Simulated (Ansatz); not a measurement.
# BSiH₂ (doublet): B2PLYP, PBE-QIDH, RPA-PBE over a scan of the distance Si1–B2, cc-pVTZ, part 2 of 2

Ansatz 0.2.0, Gaussian basis; cc-pVTZ, all electrons in the functionals, frozen cores in the correlation of double hybrids and RPA. Earlier steps stand in the parts before.

**11. PBE-QIDH, 2.747 Å**

Input file in.yaml:

```yaml
crystal:
  periodic: [false, false, false]
  atoms:
    - {symbol: Si, position_ang: [-0.103609, 0.000001, 0.703045]}
    - {symbol: B, position_ang: [0.140284, -0.000002, -2.033106]}
    - {symbol: H, position_ang: [0.691166, -1.206838, 1.108463]}
    - {symbol: H, position_ang: [0.691167, 1.206839, 1.108461]}
basis:
  gaussian: {orbitals: cc-pVTZ}
magnetization: {spin_polarized: true, initial_magnetization: 1}
hamiltonian: {xc: {name: PBE-QIDH}}
correlation: {electrons: outside_noble_gas}
```

On the command line:

```bash
> ansatz run in.yaml --threads 2 --pin off --events-out ev --progress --plain --max-ram 15360MiB --backend cuda --devices 0, --max-vram 18GiB
```

The log of the run:

```text
Functional definition: PBE-QIDH
  name "PBE-QIDH"
  cite "Brémond, Sancho-García, Pérez-Jiménez & Adamo, J. Chem. Phys. 141, 031101 (2014) doi:10.1063/1.4890314"
  cite "Perdew, Burke & Ernzerhof, Phys. Rev. Lett. 77, 3865 (1996) doi:10.1103/PhysRevLett.77.3865"
  parameter a = 3^(-1/3)
  parameter c = 1/3
  exchange = (1 - a)*pbe_x + a*exact_x
  correlation = (1 - c)*pbe_c + c*(mp2_os + mp2_ss)
536 factors; integrals over basis functions are off by at most 6.1e-4 eV
mean field evaluation 1: about -8569.2579 eV, gradient 1.0e1 eV
mean field evaluation 2: about -8569.2586 eV, gradient 1.0e1 eV
mean field evaluation 4: about -8571.1269 eV, gradient 2.0e0 eV
mean field evaluation 8: about -8571.3720 eV, gradient 3.9e-1 eV
mean field evaluation 16: about -8571.3945 eV, gradient 2.4e-2 eV
mean field evaluation 32: about -8571.3946 eV, gradient 7.9e-6 eV
mean field -8571.39459246 eV, -314.9929413729 hartree, gradient 7.9e-6 eV, S^2 1.012119; 6 other end points of the search recorded, 0 dependent functions left out
6 core orbitals not correlated: weight in the atoms' cores, before any rotation towards them, 1.000 or more for the frozen orbitals, at most 0.000 for the correlated occupied ones
reference -8571.39460305 eV, -314.9929417621 hartree; 5, 4 occupied and 81, 82 virtual orbitals, 536 factors
second order -5.10734424 eV of doubles, -0.00000000 eV of singles
Total energy: -8573.09705113 eV, -315.0555055751 hartree
```

Wall time 1.3 s (1 × H100 (card shared with other runs) with 2 threads of AMD EPYC 7R13, shared host); peak host memory 0.79 GiB.

From the report: ⟨S²⟩ of the determinant 1.012 (pure doublet: 0.75).

From 1.954 Å: +1.285 eV.

**12. PBE-QIDH, 3.597 Å**

Input file in.yaml:

```yaml
crystal:
  periodic: [false, false, false]
  atoms:
    - {symbol: Si, position_ang: [-0.123551, 0.000001, 0.926769]}
    - {symbol: B, position_ang: [0.195809, -0.000002, -2.656026]}
    - {symbol: H, position_ang: [0.671224, -1.206838, 1.332187]}
    - {symbol: H, position_ang: [0.671225, 1.206839, 1.332185]}
basis:
  gaussian: {orbitals: cc-pVTZ}
magnetization: {spin_polarized: true, initial_magnetization: 1}
hamiltonian: {xc: {name: PBE-QIDH}}
correlation: {electrons: outside_noble_gas}
```

Same command.

The log of the run:

```text
Functional definition: PBE-QIDH
  name "PBE-QIDH"
  cite "Brémond, Sancho-García, Pérez-Jiménez & Adamo, J. Chem. Phys. 141, 031101 (2014) doi:10.1063/1.4890314"
  cite "Perdew, Burke & Ernzerhof, Phys. Rev. Lett. 77, 3865 (1996) doi:10.1103/PhysRevLett.77.3865"
  parameter a = 3^(-1/3)
  parameter c = 1/3
  exchange = (1 - a)*pbe_x + a*exact_x
  correlation = (1 - c)*pbe_c + c*(mp2_os + mp2_ss)
531 factors; integrals over basis functions are off by at most 1.1e-3 eV
mean field evaluation 1: about -8566.6799 eV, gradient 1.1e1 eV
mean field evaluation 2: about -8566.6806 eV, gradient 1.1e1 eV
mean field evaluation 4: about -8569.4406 eV, gradient 3.2e0 eV
mean field evaluation 8: about -8570.5175 eV, gradient 4.1e-1 eV
mean field evaluation 16: about -8570.5410 eV, gradient 2.0e-2 eV
mean field evaluation 32: about -8570.5411 eV, gradient 3.0e-4 eV
mean field evaluation 64: about -8570.4802 eV, gradient 2.5e-1 eV
mean field evaluation 96: about -8547.7322 eV, gradient 2.4e1 eV
mean field evaluation 128: about -8570.3900 eV, gradient 9.6e-1 eV
mean field -8570.54107582 eV, -314.9615752148 hartree, gradient 7.7e-6 eV, S^2 1.106786; 11 other end points of the search recorded, 0 dependent functions left out
6 core orbitals not correlated: weight in the atoms' cores, before any rotation towards them, 1.000 or more for the frozen orbitals, at most 0.000 for the correlated occupied ones
reference -8570.54108753 eV, -314.9615756453 hartree; 5, 4 occupied and 81, 82 virtual orbitals, 531 factors
second order -4.64662303 eV of doubles, -0.00000000 eV of singles
Total energy: -8572.08996187 eV, -315.0184957275 hartree
```

Run time: 2 s. Hardware: 1 × H100 (card shared with other runs) with 2 threads of AMD EPYC 7R13, shared host; peak host memory 0.81 GiB.

From the report: ⟨S²⟩ of the determinant 1.107 (pure doublet: 0.75).

From 1.954 Å: +2.292 eV.

**13. PBE-QIDH, 5.167 Å**

Input file in.yaml:

```yaml
crystal:
  periodic: [false, false, false]
  atoms:
    - {symbol: Si, position_ang: [-0.160386, 0.000001, 1.339999]}
    - {symbol: B, position_ang: [0.298368, -0.000003, -3.806595]}
    - {symbol: H, position_ang: [0.634389, -1.206837, 1.745417]}
    - {symbol: H, position_ang: [0.634390, 1.206840, 1.745415]}
basis:
  gaussian: {orbitals: cc-pVTZ}
magnetization: {spin_polarized: true, initial_magnetization: 1}
hamiltonian: {xc: {name: PBE-QIDH}}
correlation: {electrons: outside_noble_gas}
```

Same command.

The log of the run:

```text
Functional definition: PBE-QIDH
  name "PBE-QIDH"
  cite "Brémond, Sancho-García, Pérez-Jiménez & Adamo, J. Chem. Phys. 141, 031101 (2014) doi:10.1063/1.4890314"
  cite "Perdew, Burke & Ernzerhof, Phys. Rev. Lett. 77, 3865 (1996) doi:10.1103/PhysRevLett.77.3865"
  parameter a = 3^(-1/3)
  parameter c = 1/3
  exchange = (1 - a)*pbe_x + a*exact_x
  correlation = (1 - c)*pbe_c + c*(mp2_os + mp2_ss)
531 factors; integrals over basis functions are off by at most 4.9e-4 eV
mean field evaluation 1: about -8564.3829 eV, gradient 1.0e1 eV
mean field evaluation 2: about -8564.3842 eV, gradient 1.0e1 eV
mean field evaluation 4: about -8540.3189 eV, gradient 3.4e1 eV
mean field evaluation 8: about -8570.2678 eV, gradient 8.3e-1 eV
mean field evaluation 16: about -8570.3588 eV, gradient 3.8e-3 eV
mean field evaluation 32: about -8569.8552 eV, gradient 3.8e-2 eV
mean field evaluation 64: about -8570.3584 eV, gradient 3.1e-2 eV
mean field evaluation 96: about -8570.3547 eV, gradient 6.8e-5 eV
mean field evaluation 128: about -8541.1607 eV, gradient 2.3e1 eV
mean field -8570.35875803 eV, -314.9548751599 hartree, gradient 2.6e-6 eV, S^2 1.191448; 8 other end points of the search recorded, 0 dependent functions left out
6 core orbitals not correlated: weight in the atoms' cores, before any rotation towards them, 1.000 or more for the frozen orbitals, at most 0.000 for the correlated occupied ones
reference -8570.35877122 eV, -314.9548756444 hartree; 5, 4 occupied and 81, 82 virtual orbitals, 531 factors
second order -4.49451546 eV of doubles, -0.00000000 eV of singles
Total energy: -8571.85694304 eV, -315.0099324433 hartree
```

Run time: 2.2 s. Hardware: 1 × H100 (card shared with other runs) with 2 threads of AMD EPYC 7R13, shared host; peak host memory 0.81 GiB.

From the report: ⟨S²⟩ of the determinant 1.191 (pure doublet: 0.75).

From 1.954 Å: +2.525 eV.

**14. RPA-PBE, 1.728 Å**

Input file in.yaml:

```yaml
crystal:
  periodic: [false, false, false]
  atoms:
    - {symbol: Si, position_ang: [-0.079702, 0.000000, 0.434840]}
    - {symbol: B, position_ang: [0.073719, -0.000001, -1.286335]}
    - {symbol: H, position_ang: [0.715073, -1.206838, 0.840258]}
    - {symbol: H, position_ang: [0.715074, 1.206839, 0.840256]}
basis:
  gaussian: {orbitals: cc-pVTZ}
magnetization: {spin_polarized: true, initial_magnetization: 1}
hamiltonian: {xc: {name: PBE}}
correlation: {method: rpa, electrons: outside_noble_gas}
```

Launched as before.

The log of the run:

```text
Functional definition: PBE
  name "PBE"
  cite "Perdew, Burke & Ernzerhof, Phys. Rev. Lett. 77, 3865 (1996) doi:10.1103/PhysRevLett.77.3865"
  parent pbe
  parameter kappa = 0.804
  parameter beta = 0.06672455060314922
  exchange = pbe_x(kappa = kappa, mu = beta*pi^2/3)
  correlation = pbe_c(beta = beta)
534 factors; integrals over basis functions are off by at most 1.0e-3 eV
mean field evaluation 1: about -8574.0741 eV, gradient 1.5e1 eV
mean field evaluation 2: about -8574.0696 eV, gradient 1.5e1 eV
mean field evaluation 4: about -8573.9397 eV, gradient 1.5e1 eV
mean field evaluation 8: about -8575.9205 eV, gradient 6.0e-2 eV
mean field evaluation 16: about -8575.9207 eV, gradient 3.2e-4 eV
mean field evaluation 32: about -8574.8037 eV, gradient 8.0e-1 eV
mean field -8575.92068078 eV, -315.1592720507 hartree, gradient 6.1e-6 eV, S^2 0.757335; 7 other end points of the search recorded, 0 dependent functions left out
6 core orbitals not correlated: weight in the atoms' cores, before any rotation towards them, 1.000 or more for the frozen orbitals, at most 0.000 for the correlated occupied ones
reference -8559.95028905 eV, -314.5723709800 hartree; 5, 4 occupied and 81, 82 virtual orbitals, 534 factors
Total energy: -8570.68107545 eV, -314.9667201066 hartree
```

It took 1.6 s on 1 × H100 (card shared with other runs) with 2 threads of AMD EPYC 7R13, shared host; peak host memory 0.89 GiB.

From the report: ⟨S²⟩ of the determinant 0.757 (pure doublet: 0.75).

**15. RPA-PBE, 1.954 Å**

Input file in.yaml:

```yaml
crystal:
  periodic: [false, false, false]
  atoms:
    - {symbol: Si, position_ang: [-0.085001, 0.000000, 0.494288]}
    - {symbol: B, position_ang: [0.088473, -0.000001, -1.451856]}
    - {symbol: H, position_ang: [0.709774, -1.206838, 0.899706]}
    - {symbol: H, position_ang: [0.709775, 1.206839, 0.899704]}
basis:
  gaussian: {orbitals: cc-pVTZ}
magnetization: {spin_polarized: true, initial_magnetization: 1}
hamiltonian: {xc: {name: PBE}}
correlation: {method: rpa, electrons: outside_noble_gas}
```

Same command.

The log of the run:

```text
Functional definition: PBE
  name "PBE"
  cite "Perdew, Burke & Ernzerhof, Phys. Rev. Lett. 77, 3865 (1996) doi:10.1103/PhysRevLett.77.3865"
  parent pbe
  parameter kappa = 0.804
  parameter beta = 0.06672455060314922
  exchange = pbe_x(kappa = kappa, mu = beta*pi^2/3)
  correlation = pbe_c(beta = beta)
535 factors; integrals over basis functions are off by at most 7.4e-4 eV
mean field evaluation 1: about -8575.2417 eV, gradient 1.1e1 eV
mean field evaluation 2: about -8575.2358 eV, gradient 1.1e1 eV
mean field evaluation 4: about -8576.0683 eV, gradient 5.3e0 eV
mean field evaluation 8: about -8576.3512 eV, gradient 2.5e-1 eV
mean field evaluation 16: about -8576.3521 eV, gradient 4.0e-3 eV
mean field evaluation 32: about -8575.2464 eV, gradient 2.7e-3 eV
mean field evaluation 64: about -8576.3503 eV, gradient 2.0e-1 eV
mean field evaluation 96: about -8575.2492 eV, gradient 1.7e-1 eV
mean field -8576.35206364 eV, -315.1751250784 hartree, gradient 6.0e-6 eV, S^2 0.759005; 10 other end points of the search recorded, 0 dependent functions left out
6 core orbitals not correlated: weight in the atoms' cores, before any rotation towards them, 1.000 or more for the frozen orbitals, at most 0.000 for the correlated occupied ones
reference -8560.45469156 eV, -314.5909074302 hartree; 5, 4 occupied and 81, 82 virtual orbitals, 535 factors
Total energy: -8571.25052807 eV, -314.9876471044 hartree
```

It took 1.9 s on 1 × H100 (card shared with other runs) with 2 threads of AMD EPYC 7R13, shared host; peak host memory 0.89 GiB.

From the report: ⟨S²⟩ of the determinant 0.759 (pure doublet: 0.75).

**16. RPA-PBE, 2.109 Å**

Input file in.yaml:

```yaml
crystal:
  periodic: [false, false, false]
  atoms:
    - {symbol: Si, position_ang: [-0.088641, 0.000000, 0.535121]}
    - {symbol: B, position_ang: [0.098607, -0.000001, -1.565550]}
    - {symbol: H, position_ang: [0.706134, -1.206838, 0.940539]}
    - {symbol: H, position_ang: [0.706135, 1.206839, 0.940537]}
basis:
  gaussian: {orbitals: cc-pVTZ}
magnetization: {spin_polarized: true, initial_magnetization: 1}
hamiltonian: {xc: {name: PBE}}
correlation: {method: rpa, electrons: outside_noble_gas}
```

Launched as before.

The log of the run:

```text
Functional definition: PBE
  name "PBE"
  cite "Perdew, Burke & Ernzerhof, Phys. Rev. Lett. 77, 3865 (1996) doi:10.1103/PhysRevLett.77.3865"
  parent pbe
  parameter kappa = 0.804
  parameter beta = 0.06672455060314922
  exchange = pbe_x(kappa = kappa, mu = beta*pi^2/3)
  correlation = pbe_c(beta = beta)
537 factors; integrals over basis functions are off by at most 7.2e-4 eV
mean field evaluation 1: about -8575.2274 eV, gradient 1.0e1 eV
mean field evaluation 2: about -8575.2216 eV, gradient 1.0e1 eV
mean field evaluation 4: about -8575.0894 eV, gradient 1.0e1 eV
mean field evaluation 8: about -8576.2292 eV, gradient 4.2e-1 eV
mean field evaluation 16: about -8576.2332 eV, gradient 9.5e-3 eV
mean field evaluation 32: about -8575.1711 eV, gradient 2.7e-3 eV
mean field evaluation 64: about -8575.1720 eV, gradient 3.3e-1 eV
mean field evaluation 96: about -8576.2316 eV, gradient 3.5e-1 eV
mean field -8576.23316004 eV, -315.1707554518 hartree, gradient 4.4e-6 eV, S^2 0.781776; 9 other end points of the search recorded, 0 dependent functions left out
6 core orbitals not correlated: weight in the atoms' cores, before any rotation towards them, 1.000 or more for the frozen orbitals, at most 0.000 for the correlated occupied ones
reference -8560.44630966 eV, -314.5905994012 hartree; 5, 4 occupied and 81, 82 virtual orbitals, 537 factors
Total energy: -8571.19579183 eV, -314.9856355845 hartree
```

It took 2.1 s on 1 × H100 (card shared with other runs) with 2 threads of AMD EPYC 7R13, shared host; peak host memory 0.88 GiB.

From the report: ⟨S²⟩ of the determinant 0.782 (pure doublet: 0.75).

From 1.954 Å: +0.055 eV.

**17. RPA-PBE, 2.747 Å**

Input file in.yaml:

```yaml
crystal:
  periodic: [false, false, false]
  atoms:
    - {symbol: Si, position_ang: [-0.103609, 0.000001, 0.703045]}
    - {symbol: B, position_ang: [0.140284, -0.000002, -2.033106]}
    - {symbol: H, position_ang: [0.691166, -1.206838, 1.108463]}
    - {symbol: H, position_ang: [0.691167, 1.206839, 1.108461]}
basis:
  gaussian: {orbitals: cc-pVTZ}
magnetization: {spin_polarized: true, initial_magnetization: 1}
hamiltonian: {xc: {name: PBE}}
correlation: {method: rpa, electrons: outside_noble_gas}
```

The command is unchanged.

The log of the run:

```text
Functional definition: PBE
  name "PBE"
  cite "Perdew, Burke & Ernzerhof, Phys. Rev. Lett. 77, 3865 (1996) doi:10.1103/PhysRevLett.77.3865"
  parent pbe
  parameter kappa = 0.804
  parameter beta = 0.06672455060314922
  exchange = pbe_x(kappa = kappa, mu = beta*pi^2/3)
  correlation = pbe_c(beta = beta)
536 factors; integrals over basis functions are off by at most 6.1e-4 eV
mean field evaluation 1: about -8573.0847 eV, gradient 1.3e1 eV
mean field evaluation 2: about -8573.0786 eV, gradient 1.3e1 eV
mean field evaluation 4: about -8569.3969 eV, gradient 2.2e1 eV
mean field evaluation 8: about -8575.0506 eV, gradient 2.6e-1 eV
mean field evaluation 16: about -8575.0535 eV, gradient 4.5e-3 eV
mean field evaluation 32: about -8565.7331 eV, gradient 1.9e1 eV
mean field evaluation 64: about -8574.1358 eV, gradient 2.7e-6 eV
mean field evaluation 96: about -8570.6486 eV, gradient 2.4e0 eV
mean field evaluation 128: about -8575.0527 eV, gradient 1.3e-1 eV
mean field evaluation 160: about -8575.0308 eV, gradient 7.3e-1 eV
mean field -8575.05353110 eV, -315.1274048877 hartree, gradient 2.2e-6 eV, S^2 0.829201; 12 other end points of the search recorded, 0 dependent functions left out
6 core orbitals not correlated: weight in the atoms' cores, before any rotation towards them, 1.000 or more for the frozen orbitals, at most 0.000 for the correlated occupied ones
reference -8559.45996037 eV, -314.5543517334 hartree; 5, 4 occupied and 81, 82 virtual orbitals, 536 factors
Total energy: -8570.16298544 eV, -314.9476806499 hartree
```

Wall time 2.2 s (1 × H100 (card shared with other runs) with 2 threads of AMD EPYC 7R13, shared host); peak host memory 0.88 GiB.

From the report: ⟨S²⟩ of the determinant 0.829 (pure doublet: 0.75).

From 1.954 Å: +1.088 eV.

**18. RPA-PBE, 3.597 Å**

Input file in.yaml:

```yaml
crystal:
  periodic: [false, false, false]
  atoms:
    - {symbol: Si, position_ang: [-0.123551, 0.000001, 0.926769]}
    - {symbol: B, position_ang: [0.195809, -0.000002, -2.656026]}
    - {symbol: H, position_ang: [0.671224, -1.206838, 1.332187]}
    - {symbol: H, position_ang: [0.671225, 1.206839, 1.332185]}
basis:
  gaussian: {orbitals: cc-pVTZ}
magnetization: {spin_polarized: true, initial_magnetization: 1}
hamiltonian: {xc: {name: PBE}}
correlation: {method: rpa, electrons: outside_noble_gas}
```

Same command.

The log of the run:

```text
Functional definition: PBE
  name "PBE"
  cite "Perdew, Burke & Ernzerhof, Phys. Rev. Lett. 77, 3865 (1996) doi:10.1103/PhysRevLett.77.3865"
  parent pbe
  parameter kappa = 0.804
  parameter beta = 0.06672455060314922
  exchange = pbe_x(kappa = kappa, mu = beta*pi^2/3)
  correlation = pbe_c(beta = beta)
531 factors; integrals over basis functions are off by at most 1.1e-3 eV
mean field evaluation 1: about -8569.6163 eV, gradient 1.6e1 eV
mean field evaluation 2: about -8569.6106 eV, gradient 1.6e1 eV
mean field evaluation 4: about -8450.1709 eV, gradient 7.7e1 eV
mean field evaluation 8: about -8573.8116 eV, gradient 1.3e0 eV
mean field evaluation 16: about -8573.8737 eV, gradient 1.1e-5 eV
mean field evaluation 32: about -8572.9297 eV, gradient 2.9e-6 eV
mean field evaluation 64: about -8573.8672 eV, gradient 2.1e-1 eV
mean field evaluation 96: about -8573.8655 eV, gradient 2.9e-1 eV
mean field evaluation 128: about -8569.4976 eV, gradient 1.2e1 eV
mean field evaluation 160: about -8573.8324 eV, gradient 6.6e-1 eV
mean field evaluation 192: about -8571.7058 eV, gradient 4.2e0 eV
mean field -8573.87367795 eV, -315.0840460845 hartree, gradient 1.2e-6 eV, S^2 0.833533; 11 other end points of the search recorded, 0 dependent functions left out
6 core orbitals not correlated: weight in the atoms' cores, before any rotation towards them, 1.000 or more for the frozen orbitals, at most 0.000 for the correlated occupied ones
reference -8558.52671816 eV, -314.5200557147 hartree; 5, 4 occupied and 81, 82 virtual orbitals, 531 factors
Total energy: -8569.18512120 eV, -314.9117448019 hartree
```

Run time: 2.4 s. Hardware: 1 × H100 (card shared with other runs) with 2 threads of AMD EPYC 7R13, shared host; peak host memory 0.88 GiB.

From the report: ⟨S²⟩ of the determinant 0.834 (pure doublet: 0.75).

From 1.954 Å: +2.065 eV.

**19. RPA-PBE, 5.167 Å**

Input file in.yaml:

```yaml
crystal:
  periodic: [false, false, false]
  atoms:
    - {symbol: Si, position_ang: [-0.160386, 0.000001, 1.339999]}
    - {symbol: B, position_ang: [0.298368, -0.000003, -3.806595]}
    - {symbol: H, position_ang: [0.634389, -1.206837, 1.745417]}
    - {symbol: H, position_ang: [0.634390, 1.206840, 1.745415]}
basis:
  gaussian: {orbitals: cc-pVTZ}
magnetization: {spin_polarized: true, initial_magnetization: 1}
hamiltonian: {xc: {name: PBE}}
correlation: {method: rpa, electrons: outside_noble_gas}
```

Launched as before.

The log of the run:

```text
Functional definition: PBE
  name "PBE"
  cite "Perdew, Burke & Ernzerhof, Phys. Rev. Lett. 77, 3865 (1996) doi:10.1103/PhysRevLett.77.3865"
  parent pbe
  parameter kappa = 0.804
  parameter beta = 0.06672455060314922
  exchange = pbe_x(kappa = kappa, mu = beta*pi^2/3)
  correlation = pbe_c(beta = beta)
531 factors; integrals over basis functions are off by at most 4.9e-4 eV
mean field evaluation 1: about -8566.0622 eV, gradient 1.6e1 eV
mean field evaluation 2: about -8566.0572 eV, gradient 1.6e1 eV
mean field evaluation 4: about -8339.5213 eV, gradient 1.0e2 eV
mean field evaluation 8: about -8572.8381 eV, gradient 3.0e0 eV
mean field evaluation 16: about -8573.3947 eV, gradient 3.9e-2 eV
mean field evaluation 32: about -8565.6815 eV, gradient 1.4e1 eV
mean field evaluation 64: about -8573.3534 eV, gradient 1.9e-6 eV
mean field evaluation 96: about -8573.3836 eV, gradient 2.1e-5 eV
mean field evaluation 128: about -8565.9894 eV, gradient 1.4e1 eV
mean field evaluation 160: about -8573.3880 eV, gradient 2.1e-1 eV
mean field evaluation 192: about -8572.5751 eV, gradient 2.5e0 eV
mean field evaluation 224: about -8573.3542 eV, gradient 1.5e-3 eV
mean field evaluation 256: about -8573.3712 eV, gradient 1.4e-1 eV
mean field -8573.39478126 eV, -315.0664469555 hartree, gradient 1.2e-7 eV, S^2 0.940958; 14 other end points of the search recorded, 0 dependent functions left out
6 core orbitals not correlated: weight in the atoms' cores, before any rotation towards them, 1.000 or more for the frozen orbitals, at most 0.000 for the correlated occupied ones
reference -8559.09919338 eV, -314.5410937908 hartree; 5, 4 occupied and 81, 82 virtual orbitals, 531 factors
Total energy: -8569.02769396 eV, -314.9059594573 hartree
```

It took 3.2 s on 1 × H100 (card shared with other runs) with 2 threads of AMD EPYC 7R13, shared host; peak host memory 0.89 GiB.

From the report: ⟨S²⟩ of the determinant 0.941 (pure doublet: 0.75).

From 1.954 Å: +2.223 eV.

**20. Against the wave-function levels**

The yardstick is RCCSDT(Q), where the cluster series has nearly closed. It comes from earlier runs at the same points. Energies in eV, counted from 1.954 Å; blanks weren't run or aren't comparable.

```tsv
level	1.728 Å	1.954 Å	2.109 Å	2.747 Å	3.597 Å	5.167 Å
RCCSDT(Q)	0.515	0.000	0.086		2.206	2.395
B2PLYP	0.405	0.000	0.084	1.222	2.186	2.421
PBE-QIDH	0.427	0.000	0.068	1.285	2.292	2.525
RPA-PBE	0.569	0.000	0.055	1.088	2.065	2.223
```

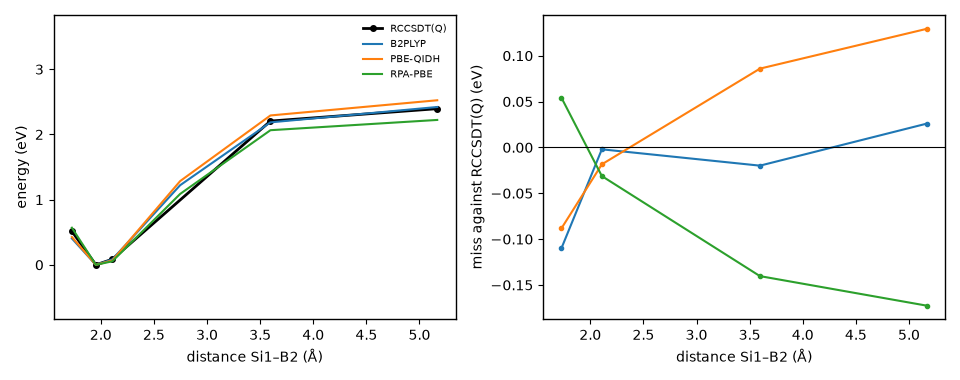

Left: the curves (the axis may cut off levels that run far away). Right: misses against RCCSDT(Q), in the same colours.

Largest miss and mean time a point (RCCSDT(Q) took 13 s a point; shared hosts):

```tsv
level	largest miss (eV)	where	time a point
B2PLYP	-0.110	1.728 Å	1.9 s
PBE-QIDH	+0.129	5.167 Å	1.6 s
RPA-PBE	-0.173	5.167 Å	2.2 s
```

**21. Summary of results**

What follows sums up all 2 parts.

| quantity | value |
| --- | --- |
| span of the RCCSDT(Q) curve (points where it is known) | 2.395 eV |
| largest miss, B2PLYP | -0.110 eV (1.728 Å) |
| largest miss, PBE-QIDH | +0.129 eV (5.167 Å) |
| largest miss, RPA-PBE | -0.173 eV (5.167 Å) |

In words: Misses are known at 4 of 5 points at best, and only functionals with that many are ranked. Of the functionals, B2PLYP keep the smallest largest miss at the points compared (at most 0.110 eV) and RPA-PBE strays most (0.173 eV, at 5.167 Å). B2PLYP, PBE-QIDH clearly break the spin symmetry at some points (⟨S²⟩ up to 0.44 above the pure value), so energy there is bought with a mixed spin. Functionals and the yardstick converge differently with the basis, so part of each miss in cc-pVTZ is the basis.
